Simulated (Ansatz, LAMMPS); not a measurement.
# Which site? S in place of P in amorphous 73P2O5-20PbO-7Al2O3 (mol %) (88 atoms)

At which site of amorphous 73P2O5-20PbO-7Al2O3 (mol %) (88 atoms) does S in place of P cost least, and what about the site decides it?

Program: Ansatz 0.2.0. Level of theory: Kohn-Sham DFT, PBE, PAW (set soft_2), plane waves. Results are calculated unless marked as measured.

## Step 1: The structure

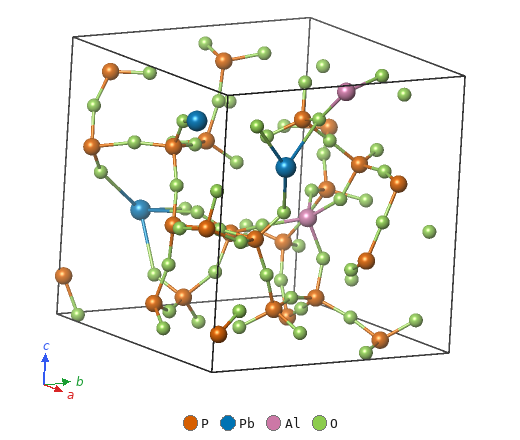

The starting structure, seen slightly off an axis (phosphorus orange, lead blue, aluminium pink, oxygen green). Bonds to atoms that aren't drawn are left out. Some periodic images of atoms are drawn too.

The cell holds 88 atoms: 22 P, 3 Pb, 2 Al and 61 O. Cell: a = 10.776 Å, b = 10.776 Å, c = 10.776 Å, α = 90.0°, β = 90.0°, γ = 90.0°. 88 atoms (22 P, 3 Sr, 2 Al, 61 O) placed at random at 2.63 g/cm³, melted at 5000 K for 10 ps at fixed volume with the Morse and Coulomb pair potential with partial charges (Pedone, Malavasi, Menziani, Cormack and Segre, J. Phys. Chem. B 110, 11780 (2006)). Quenched from 5000 K to 300 K at 10 K/ps and fixed volume, held 10 ps at zero pressure, then minimised at fixed cell. Then Sr was replaced by Pb and the cell scaled by 1.008 (the potential has no terms for the new elements, so the cell is a start for a DFT relaxation).

Limits known from the start: The quench rate of 10 K/ps is orders of magnitude faster than experiment, which tends to freeze in extra defects. The network of bonds at the start is that of the classical potential that made the cell, and needn't be the one that DFT or experiment would give. The Brillouin zone is sampled at Γ only, in a cell whose shortest periodic width is 11 Å. The levels lack spin–orbit coupling, which is large for the heavy elements here.

## Step 2: Single point at the start

The forces at the start show how far the geometry lies from a minimum of this functional.

The input, input.yaml:

```yaml
crystal:
  lattice:
    - [10.77554, 0.0, 0.0]
    - [0.0, 10.77554, 0.0]
    - [0.0, 0.0, 10.77554]
  atoms:
    - { symbol: P, position: [0.35655, 0.87349, 0.46344] }
    - { symbol: P, position: [0.05824, 0.12863, 0.87818] }
    - { symbol: P, position: [0.33518, 0.75256, 0.00721] }
    - { symbol: P, position: [0.3729, 0.46592, 0.33773] }
    - { symbol: P, position: [0.18021, 0.82062, 0.23972] }
    - { symbol: P, position: [0.53361, 0.11383, 0.42509] }
    - { symbol: P, position: [0.16147, 0.9989, 0.63775] }
    - { symbol: P, position: [0.82371, 0.82388, 0.02164] }
    - { symbol: P, position: [0.81103, 0.06984, 0.47395] }
    - { symbol: P, position: [0.21875, 0.49843, 0.92419] }
    - { symbol: P, position: [0.32991, 0.31026, 0.10819] }
    - { symbol: P, position: [0.98656, 0.63663, 0.35493] }
    - { symbol: P, position: [0.48736, 0.08166, 0.13477] }
    - { symbol: P, position: [0.39422, 0.18851, 0.67397] }
    - { symbol: P, position: [0.67009, 0.54324, 0.80537] }
    - { symbol: P, position: [0.73709, 0.32741, 0.4027] }
    - { symbol: P, position: [0.71789, 0.43683, 0.1373] }
    - { symbol: P, position: [0.23877, 0.42953, 0.64522] }
    - { symbol: P, position: [0.98909, 0.75231, 0.62513] }
    - { symbol: P, position: [0.70316, 0.7737, 0.63377] }
    - { symbol: P, position: [0.59145, 0.69625, 0.13385] }
    - { symbol: P, position: [0.00093, 0.01862, 0.13606] }
    - { symbol: Pb, position: [0.08448, 0.27244, 0.3739] }
    - { symbol: Pb, position: [0.68862, 0.0841, 0.83612] }
    - { symbol: Pb, position: [0.88934, 0.33774, 0.69282] }
    - { symbol: Al, position: [0.55189, 0.66925, 0.41628] }
    - { symbol: Al, position: [0.92562, 0.55066, 0.95866] }
    - { symbol: O, position: [0.28274, 0.62494, 0.95718] }
    - { symbol: O, position: [0.06726, 0.87193, 0.6316] }
    - { symbol: O, position: [0.64602, 0.34274, 0.06492] }
    - { symbol: O, position: [0.50966, 0.11927, 0.27669] }
    - { symbol: O, position: [0.99583, 0.69001, 0.49254] }
    - { symbol: O, position: [0.15061, 0.23332, 0.88546] }
    - { symbol: O, position: [0.31279, 0.36016, 0.40802] }
    - { symbol: O, position: [0.10938, 0.07786, 0.53005] }
    - { symbol: O, position: [0.8481, 0.78442, 0.63829] }
    - { symbol: O, position: [0.95731, 0.13064, 0.20271] }
    - { symbol: O, position: [0.4434, 0.9848, 0.4343] }
    - { symbol: O, position: [0.82393, 0.2084, 0.41894] }
    - { symbol: O, position: [0.60717, 0.04706, 0.07304] }
    - { symbol: O, position: [0.24248, 0.77815, 0.11805] }
    - { symbol: O, position: [0.82429, 0.09563, 0.61089] }
    - { symbol: O, position: [0.2354, 0.47531, 0.78498] }
    - { symbol: O, position: [0.46919, 0.16106, 0.5512] }
    - { symbol: O, position: [0.39779, 0.39349, 0.20777] }
    - { symbol: O, position: [0.11213, 0.37419, 0.61567] }
    - { symbol: O, position: [0.41506, 0.19733, 0.08316] }
    - { symbol: O, position: [0.05291, 0.05369, 0.00411] }
    - { symbol: O, position: [0.6724, 0.72151, 0.5056] }
    - { symbol: O, position: [0.862, 0.65754, 0.29557] }
    - { symbol: O, position: [0.74031, 0.3828, 0.27078] }
    - { symbol: O, position: [0.46476, 0.72206, 0.06642] }
    - { symbol: O, position: [0.02348, 0.50206, 0.34974] }
    - { symbol: O, position: [0.26763, 0.85251, 0.34915] }
    - { symbol: O, position: [0.33451, 0.31941, 0.66036] }
    - { symbol: O, position: [0.90734, 0.71022, 0.00161] }
    - { symbol: O, position: [0.70144, 0.77397, 0.08113] }
    - { symbol: O, position: [0.77606, 0.41629, 0.50119] }
    - { symbol: O, position: [0.28342, 0.09651, 0.67264] }
    - { symbol: O, position: [0.33047, 0.84485, 0.90527] }
    - { symbol: O, position: [0.30158, 0.57763, 0.28992] }
    - { symbol: O, position: [0.26902, 0.91021, 0.56983] }
    - { symbol: O, position: [0.49686, 0.51604, 0.3881] }
    - { symbol: O, position: [0.80952, 0.51972, 0.83662] }
    - { symbol: O, position: [0.02489, 0.66265, 0.72548] }
    - { symbol: O, position: [0.60795, 0.58714, 0.92325] }
    - { symbol: O, position: [0.63387, 0.88991, 0.66357] }
    - { symbol: O, position: [0.43265, 0.75877, 0.48373] }
    - { symbol: O, position: [0.88114, 0.96684, 0.41499] }
    - { symbol: O, position: [0.39637, 0.97468, 0.13987] }
    - { symbol: O, position: [0.92802, 0.17953, 0.86019] }
    - { symbol: O, position: [0.66673, 0.05199, 0.44595] }
    - { symbol: O, position: [0.67209, 0.66252, 0.72136] }
    - { symbol: O, position: [0.89795, 0.92019, 0.10218] }
    - { symbol: O, position: [0.2942, 0.40469, 0.00533] }
    - { symbol: O, position: [0.5622, 0.7374, 0.26692] }
    - { symbol: O, position: [0.61023, 0.25928, 0.41554] }
    - { symbol: O, position: [0.79804, 0.88272, 0.89827] }
    - { symbol: O, position: [0.09703, 0.04067, 0.7697] }
    - { symbol: O, position: [0.63904, 0.55961, 0.15419] }
    - { symbol: O, position: [0.10309, 0.9387, 0.20209] }
    - { symbol: O, position: [0.47538, 0.16898, 0.78458] }
    - { symbol: O, position: [0.84034, 0.47125, 0.07553] }
    - { symbol: O, position: [0.61559, 0.43378, 0.74064] }
    - { symbol: O, position: [0.0815, 0.72605, 0.28498] }
    - { symbol: O, position: [0.27668, 0.539, 0.56819] }
    - { symbol: O, position: [0.21467, 0.25948, 0.16903] }
    - { symbol: O, position: [0.08213, 0.50719, 0.95852] }
kpoints:
  mp_grid: { grid: [1, 1, 1] }
hamiltonian:
  xc: pbe
scf:
  occupations: { method: gaussian, width: 0.05 }
output:
  forces: true
```

Launch:

```console
> ansatz run input.yaml --threads 4 --pin off --max-ram 8192MiB --backend cpu --events-out ev --progress --plain --runs-dir out
```

Numbers of over 12 decimals in the logs are rounded to 6 here.

Output:

```text
Engine: ansatz 0.2.0, aarch64-unknown-linux-gnu
Pseudopotentials: kind: paw
Pseudopotential: P, paw, valence charge 5, recommended cutoff 420 eV (normal), P.paw.azcp
Pseudopotential: Pb, paw, valence charge 14, recommended cutoff 420 eV (normal), Pb.paw.azcp
Pseudopotential: Al, paw, valence charge 3, recommended cutoff 420 eV (normal), Al.paw.azcp
Pseudopotential: O, paw, valence charge 6, recommended cutoff 420 eV (normal), O.paw.azcp
[... 5 lines on functional and potentials left out ...]
Crystal: 88 atoms, lattice volume = 1251.172 Å³
Basis set: ecut = 420 eV, 24405 PW (Γ), exchange–correlation on 150×150×150 points (8 copies of the dense FFT grid, shifted against one another)
Bands: 350, of which v1, the nominal top of the filled ones, is band 262 counted from 1 (261 counted from 0)
Symmetry: 1 space group operations
Space group: P1 (ITA 1), of the structure as read, at distance tolerance 1.1e-4 Å
k-points: 1
[... 9 lines on functional and potentials left out ...]
Initial density: superposition of atomic densities (neutral atoms: chi_scale 0, normalization atom), corrected by the library's trained network
Initial wavefunctions: pseudopotential atomic-orbital guess
Functional: x = pbe(κ = 0.804, μ = 0.219515), c = pbe(β = 0.066725)
SCF iter   1: F=—  HF=-88045.756681 eV  |F-HF|=—  |Δ(HF+E_count)|=         —  Δρ=5.23e-3  dr2=5.18e-1  ethr=1.77e-3  ⟨swp⟩=7.0  Hψ=1849  notcnv=0  defer=63
preconditioner: auto → Resta (q_TF=auto, 2.360 Å⁻¹)  ε∞=3.2  [insulator: Δε(μ)=2.448 eV  Ē_g=16.348 eV  σ=0.050 eV  W_gap=1.00  n_scr=256 (ndim 8)  ℏωp=24.0 eV  f_vac=0.185  D(μ)=0.00/eV (n_scr^D=0)  ε∞_Penn≈3.2]
SCF iter   2: F=—  HF=-88045.641108 eV  |F-HF|=—  |Δ(HF+E_count)|=   1.16e-1  Δρ=2.79e-3  dr2=1.06e-1  ethr=9.89e-5  ⟨swp⟩=3.0  Hψ=614  notcnv=0  defer=81
SCF iter   3: F=—  HF=-88045.618576 eV  |F-HF|=—  |Δ(HF+E_count)|=   2.25e-2  Δρ=1.20e-3  dr2=3.34e-2  ethr=2.03e-5  ⟨swp⟩=3.0  Hψ=497  notcnv=0  defer=35
automatic band count: iteration 3 solves 304 bands in place of 350: the levels show a gap, and the empty bands left out lie too high to hold charge; the band table lists the bands solved (type scf.n_extra_bands for more)
SCF iter   4: F=—  HF=-88045.609596 eV  |F-HF|=—  |Δ(HF+E_count)|=   8.98e-3  Δρ=5.24e-4  dr2=3.49e-3  ethr=6.38e-6  ⟨swp⟩=3.0  Hψ=482  notcnv=0  defer=35
SCF iter   5: F=—  HF=-88045.609127 eV  |F-HF|=—  |Δ(HF+E_count)|=   4.69e-4  Δρ=2.63e-4  dr2=7.92e-4  ethr=6.65e-7  ⟨swp⟩=3.0  Hψ=597  notcnv=0  defer=35
SCF iter   6: F=—  HF=-88045.609096 eV  |F-HF|=—  |Δ(HF+E_count)|=   3.12e-5  Δρ=8.55e-5  dr2=7.58e-5  ethr=1.51e-7  ⟨swp⟩=3.0  Hψ=500  notcnv=0  defer=35
SCF iter   7: F=—  HF=-88045.606973 eV  |F-HF|=—  |Δ(HF+E_count)|=   2.12e-3  Δρ=4.36e-5  dr2=2.06e-5  ethr=1.45e-8  ⟨swp⟩=3.0  Hψ=600  notcnv=0  defer=35
SCF iter   8: F=—  HF=-88045.606975 eV  |F-HF|=—  |Δ(HF+E_count)|=   2.23e-6  Δρ=1.05e-5  dr2=1.45e-6  ethr=3.94e-9  ⟨swp⟩=3.0  Hψ=500  notcnv=0  defer=35
SCF iter   9: F=—  HF=-88045.606977 eV  |F-HF|=—  |Δ(HF+E_count)|=   1.17e-6  Δρ=6.01e-6  dr2=4.00e-7  ethr=2.77e-10  ⟨swp⟩=3.0  Hψ=514  notcnv=0  defer=35
SCF iter  10: F=-88045.606977 eV  HF=-88045.606977 eV  |F-HF|=1.29e-8  |Δ(HF+E_count)|=   4.90e-8  Δρ=2.73e-6  dr2=8.47e-8  ethr=1.91e-11  ⟨swp⟩=4.0  Hψ=1370  notcnv=0
SCF 1 converged in 10 iterations: F = -88045.606977 eV  dr2 = 8.47e-8
  greatest PAW one-centre occupation: 0.984 electrons in one spin orbital (limit 2), on the Pb atom at site 24 (counted from 0), in its partial waves of l = 2
SCF converged after 10 iterations
Free energy (F): -88045.606977 eV
Harris-Foulkes:  -88045.606977 eV  (|F-HF|=1.29e-8)
Internal energy: -88045.606977 eV  (E = F + TS)
E sigma→0 (E₀):  -88045.606977 eV
Fermi energy:    4.789062 eV
--- Per-component energies (eV) ---
  E_band       = -2962.803623
  E_kinetic    = 13438.718876
  E_local      = -38754.139405  (includes V_loc(G=0)·N_el)
  E_nonlocal   = 4661.787161
  E_hartree    = 14321.859615
  E_xc         = -6623.844738
  E_vxc        = -7571.355867  (∫ρ·V_xc dr)
  E_paw        = -54343.905373  (= ΣΔE_a)
  E_vpaw       = -3381.691203  (= ΣTr[D̂ρ^β])
  E_aug_tail   = 0.154343  (compensation charges beyond the density's cutoff)
  E_ewald      = -20746.237454
  E_smearing   = -0.000000  (= −TS)
  E_closure    = -0.000000  (closes the sum)
  Σ components = -88045.606977   (vs F -88045.606977, Δ=0.00e0)
--- Forces (eV/Å), atoms counted from 1 ---
  atom   1  P      1.66410241     1.01656728     1.47667229
  atom   2  P      1.32558678     4.49216392    -0.49331117
  atom   3  P      0.80413999     1.99885405    -3.00088373
  atom   4  P     -3.15764514     1.54068940    -0.42494839
  atom   5  P     -1.18969183    -1.20376833     0.81417969
  atom   6  P      2.18839441     0.83081010    -1.16998543
  atom   7  P     -1.89404326     3.83357039    -3.08827997
  atom   8  P      1.51841208    -1.06490233    -3.90255105
  atom   9  P      0.64439634    -1.18039005     1.19692174
  atom  10  P     -0.58722412    -0.18985524    -0.41186189
  atom  11  P     -2.04369187    -0.75025418     6.08991028
  atom  12  P     -3.98993042    -3.08455195    -0.34743604
  atom  13  P     -0.83604726    -4.57819464     0.13362658
  atom  14  P     -1.24585666    -1.26955620     1.31733152
[...]
atom  87  O     -0.20281743     0.13513585    -0.71386791
  atom  88  O      0.74787595    -0.27366072     0.05761003
  max |Σ_I F_I| component: 1.15e-4 eV/Å
```

Elapsed: 20 s, on 4 threads of Arm Neoverse V1, shared host; peak memory 1.5 GiB; 67 s of CPU time.

Reading the cycles: dr2 is the Hartree energy of the density residual (eV), the measure of convergence; HF is the Harris–Foulkes estimate of the energy, which meets the free energy F at convergence.

The r.m.s. force at the start is 1.4 eV/Å.

## Step 3: Relaxation

With the cell held, the atoms are moved downhill towards a nearby minimum.

The input, input.yaml:

```yaml
crystal:
  lattice:
    - [10.77554, 0.0, 0.0]
    - [0.0, 10.77554, 0.0]
    - [0.0, 0.0, 10.77554]
  atoms:
    [... the 88 atom lines of step 2 ...]
kpoints:
  mp_grid: { grid: [1, 1, 1] }
hamiltonian:
  xc: pbe
scf:
  occupations: { method: gaussian, width: 0.05 }
output:
  forces: true
relax:
  f_tol: 0.05
  max_steps: 120
```

Output:

```text
[...]
Crystal: 88 atoms, lattice volume = 1251.172 Å³
Basis set: ecut = 420 eV, 24405 PW (Γ), exchange–correlation on 150×150×150 points (8 copies of the dense FFT grid, shifted against one another)
Bands: 350, of which v1, the nominal top of the filled ones, is band 262 counted from 1 (261 counted from 0)
Symmetry: 1 space group operations
[...]
k-points: 1
[...]
SCF iter   1: F=—  HF=-88045.756680 eV  |F-HF|=—  |Δ(HF+E_count)|=         —  Δρ=5.23e-3  dr2=5.18e-1  ethr=1.77e-3  ⟨swp⟩=7.0  Hψ=1849  notcnv=0  defer=63
[...]
SCF iter   6: F=—  HF=-88045.606954 eV  |F-HF|=—  |Δ(HF+E_count)|=   2.30e-5  Δρ=8.26e-5  dr2=7.10e-5  ethr=1.43e-7  ⟨swp⟩=2.0  Hψ=490  notcnv=0  defer=81
SCF iter   7: F=-88045.606966 eV  HF=-88045.606974 eV  |F-HF|=8.49e-6  |Δ(HF+E_count)|=   2.01e-5  Δρ=4.42e-5  dr2=2.10e-5  ethr=1.19e-8  ⟨swp⟩=5.0  Hψ=1186  notcnv=0
SCF 1 converged in 7 iterations: F = -88045.606966 eV  dr2 = 2.10e-5
[...]
relax step   1: F+E_penalty+E_count = -88045.60696574 eV  Δ(F+E_penalty+E_count) = +0.000e0 eV  max|allowed force component| = 6.090e0 eV/Å  Δτ_max = 0.0000 Å  (7 SCF iters, dr2 threshold 6.25e-5 eV, accepted)
[...]
relax step   2: F+E_penalty+E_count = -88048.39270200 eV  Δ(F+E_penalty+E_count) = -2.786e0 eV  max|allowed force component| = 4.361e0 eV/Å  Δτ_max = 0.1958 Å  (6 SCF iters, dr2 threshold 1.00e-4 eV, accepted)
[...]
relax step   3: F+E_penalty+E_count = -88052.10373555 eV  Δ(F+E_penalty+E_count) = -3.711e0 eV  max|allowed force component| = 1.128e0 eV/Å  Δτ_max = 0.1947 Å  (7 SCF iters, dr2 threshold 1.00e-4 eV, accepted)
relax step   4: F+E_penalty+E_count = -88052.97508739 eV  Δ(F+E_penalty+E_count) = -8.714e-1 eV  max|allowed force component| = 7.692e-1 eV/Å  Δτ_max = 0.1947 Å  (6 SCF iters, dr2 threshold 8.51e-5 eV, accepted)
relax step   5: F+E_penalty+E_count = -88053.58093465 eV  Δ(F+E_penalty+E_count) = -6.058e-1 eV  max|allowed force component| = 7.169e-1 eV/Å  Δτ_max = 0.1949 Å  (7 SCF iters, dr2 threshold 3.96e-5 eV, accepted)
relax step   6: F+E_penalty+E_count = -88053.93406494 eV  Δ(F+E_penalty+E_count) = -3.531e-1 eV  max|allowed force component| = 5.797e-1 eV/Å  Δτ_max = 0.1846 Å  (7 SCF iters, dr2 threshold 1.00e-4 eV, accepted)
relax step   7: F+E_penalty+E_count = -88054.16653270 eV  Δ(F+E_penalty+E_count) = -2.325e-1 eV  max|allowed force component| = 5.955e-1 eV/Å  Δτ_max = 0.1249 Å  (6 SCF iters, dr2 threshold 1.00e-4 eV, accepted)
relax step   8: F+E_penalty+E_count = -88054.45484275 eV  Δ(F+E_penalty+E_count) = -2.883e-1 eV  max|allowed force component| = 5.297e-1 eV/Å  Δτ_max = 0.1945 Å  (6 SCF iters, dr2 threshold 1.00e-4 eV, accepted)
relax step   9: F+E_penalty+E_count = -88054.80382342 eV  Δ(F+E_penalty+E_count) = -3.490e-1 eV  max|allowed force component| = 6.809e-1 eV/Å  Δτ_max = 0.2000 Å  (6 SCF iters, dr2 threshold 1.00e-4 eV, accepted)
relax step  10: F+E_penalty+E_count = -88055.05873349 eV  Δ(F+E_penalty+E_count) = -2.549e-1 eV  max|allowed force component| = 4.832e-1 eV/Å  Δτ_max = 0.2000 Å  (6 SCF iters, dr2 threshold 1.00e-4 eV, accepted)
relax step  11: F+E_penalty+E_count = -88055.06791182 eV  Δ(F+E_penalty+E_count) = -9.178e-3 eV  max|allowed force component| = 8.164e-1 eV/Å  Δτ_max = 0.1949 Å  (6 SCF iters, dr2 threshold 1.00e-4 eV, accepted)
relax step  12: F+E_penalty+E_count = -88055.23412046 eV  Δ(F+E_penalty+E_count) = -1.662e-1 eV  max|allowed force component| = 3.452e-1 eV/Å  Δτ_max = 0.2000 Å  (6 SCF iters, dr2 threshold 1.00e-4 eV, accepted)
relax step  13: F+E_penalty+E_count = -88055.19146615 eV  Δ(F+E_penalty+E_count) = +4.265e-2 eV  max|allowed force component| = 5.690e-1 eV/Å  Δτ_max = 0.2000 Å  (7 SCF iters, dr2 threshold 2.13e-5 eV, rejected (line search))
relax step  14: F+E_penalty+E_count = -88055.30057527 eV  Δ(F+E_penalty+E_count) = -6.645e-2 eV  max|allowed force component| = 1.401e-1 eV/Å  Δτ_max = 0.0967 Å  (10 SCF iters, accepted)
relax step  15: F+E_penalty+E_count = -88055.31418849 eV  Δ(F+E_penalty+E_count) = -1.361e-2 eV  max|allowed force component| = 1.647e-1 eV/Å  Δτ_max = 0.0669 Å  (7 SCF iters, dr2 threshold 3.23e-6 eV, accepted)
relax step  16: F+E_penalty+E_count = -88055.32324555 eV  Δ(F+E_penalty+E_count) = -9.057e-3 eV  max|allowed force component| = 1.897e-1 eV/Å  Δτ_max = 0.0472 Å  (6 SCF iters, dr2 threshold 4.47e-6 eV, accepted)
relax step  17: F+E_penalty+E_count = -88055.33008488 eV  Δ(F+E_penalty+E_count) = -6.839e-3 eV  max|allowed force component| = 1.945e-1 eV/Å  Δτ_max = 0.0403 Å  (5 SCF iters, dr2 threshold 3.60e-5 eV, accepted)
relax step  18: F+E_penalty+E_count = -88055.33645004 eV  Δ(F+E_penalty+E_count) = -6.365e-3 eV  max|allowed force component| = 1.830e-1 eV/Å  Δτ_max = 0.0351 Å  (5 SCF iters, dr2 threshold 3.78e-5 eV, accepted)
relax step  19: F+E_penalty+E_count = -88055.34256413 eV  Δ(F+E_penalty+E_count) = -6.114e-3 eV  max|allowed force component| = 1.528e-1 eV/Å  Δτ_max = 0.0327 Å  (5 SCF iters, dr2 threshold 2.97e-5 eV, accepted)
relax step  20: F+E_penalty+E_count = -88055.34836196 eV  Δ(F+E_penalty+E_count) = -5.798e-3 eV  max|allowed force component| = 9.383e-2 eV/Å  Δτ_max = 0.0324 Å  (5 SCF iters, dr2 threshold 1.63e-5 eV, accepted)
relax step  21: F+E_penalty+E_count = -88055.35442075 eV  Δ(F+E_penalty+E_count) = -6.059e-3 eV  max|allowed force component| = 7.737e-2 eV/Å  Δτ_max = 0.0452 Å  (6 SCF iters, dr2 threshold 3.32e-6 eV, accepted)
relax step  22: F+E_penalty+E_count = -88055.36008592 eV  Δ(F+E_penalty+E_count) = -5.665e-3 eV  max|allowed force component| = 8.277e-2 eV/Å  Δτ_max = 0.0558 Å  (8 SCF iters, accepted)
relax step  23: F+E_penalty+E_count = -88055.36479045 eV  Δ(F+E_penalty+E_count) = -4.705e-3 eV  max|allowed force component| = 9.149e-2 eV/Å  Δτ_max = 0.0561 Å  (6 SCF iters, dr2 threshold 4.66e-6 eV, accepted)
relax step  24: F+E_penalty+E_count = -88055.36867847 eV  Δ(F+E_penalty+E_count) = -3.888e-3 eV  max|allowed force component| = 7.585e-2 eV/Å  Δτ_max = 0.0261 Å  (6 SCF iters, dr2 threshold 8.37e-6 eV, accepted)
relax step  25: F+E_penalty+E_count = -88055.31992187 eV  Δ(F+E_penalty+E_count) = +4.876e-2 eV  max|allowed force component| = 4.387e-1 eV/Å  Δτ_max = 0.2000 Å  (8 SCF iters, dr2 threshold 3.95e-6 eV, rejected (line search))
relax step  26: F+E_penalty+E_count = -88055.37478169 eV  Δ(F+E_penalty+E_count) = -6.103e-3 eV  max|allowed force component| = 9.699e-2 eV/Å  Δτ_max = 0.0975 Å  (9 SCF iters, accepted)
relax step  27: F+E_penalty+E_count = -88055.37725633 eV  Δ(F+E_penalty+E_count) = -2.475e-3 eV  max|allowed force component| = 5.046e-2 eV/Å  Δτ_max = 0.0094 Å  (5 SCF iters, dr2 threshold 6.47e-6 eV, accepted)
[...]
relax step  28: F+E_penalty+E_count = -88055.37860176 eV  Δ(F+E_penalty+E_count) = -1.345e-3 eV  max|allowed force component| = 3.829e-2 eV/Å  Δτ_max = 0.0100 Å  (7 SCF iters, accepted)
SCF converged after 7 iterations
Free energy (F): -88055.378602 eV
[...]
Internal energy: -88055.378602 eV  (E = F + TS)
E sigma→0 (E₀):  -88055.378602 eV
Fermi energy:    4.782902 eV
[...]
Σ components = -88055.378602   (vs F -88055.378602, Δ=0.00e0)
--- Forces (eV/Å), atoms counted from 1 ---
  atom   1  P      0.00355103     0.00912417    -0.00698090
  atom   2  P     -0.02491837     0.00847906    -0.00947805
  atom   3  P     -0.00427470    -0.00560023    -0.00021728
  atom   4  P     -0.00274928     0.00831521    -0.00930348
[...]
atom  88  O     -0.00755101     0.00089242     0.00058433
  max |Σ_I F_I| component: 9.33e-5 eV/Å
--- Relaxed structure (28 steps of the walk, 26 accepted, 0 SCFs on fresh bases) ---
  F+E_penalty+E_count = -88055.37860176 eV   max|allowed force component| = 3.829e-2 eV/Å
  atoms:
    - { symbol: P, position: [0.341515, 0.892485, 0.454616] }
    - { symbol: P, position: [0.034650, 0.095853, 0.861688] }
    - { symbol: P, position: [0.357916, 0.753053, 0.010062] }
    - { symbol: P, position: [0.367312, 0.489127, 0.338686] }
[...]
- { symbol: O, position: [0.104489, 0.521282, 1.015419] }
```

Elapsed: 5.1 min, on 4 threads; peak memory 1.5 GiB.

The relaxation converged after 28 steps, 9.77 eV below its start, with a largest force component of 0.038 eV/Å.

[end of part 1 of 3]

[Logs are printed without paths, hosts, clocks, repeated set-up lines and the standing remarks that a program may print on its own settings, such as how far it seeks lower states.]

[Hosts, paths, dates, database ids (printed as entryN), source tags and the programs' standing remarks are cut or masked in the printed files.]
